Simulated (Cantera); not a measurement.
Feed: 1 mol Si, 4.1 mol H2O, 210 mol H2, held at 750 Torr.

Method: chemical equilibrium by Gibbs-energy minimisation in Cantera with the NASA 1993 tables (ideal gas, pure condensed phases). Candidate condensed phases: H2O, Si, SiO2; 18 gas species. The tables hold silica as quartz up to 1696 K and as liquid above; real silica turns to tridymite and cristobalite and melts near 1996 K. Gases not in the tables: Si(OH)4. Rates play no part.

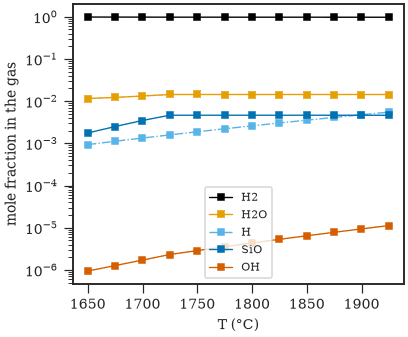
Equilibrium gas composition (values under 1e-9 drawn at 1e-9)

From 1650 °C to 1700 °C the condensed part is SiO2(condensed). From 1725 °C to 1925 °C nothing is condensed.
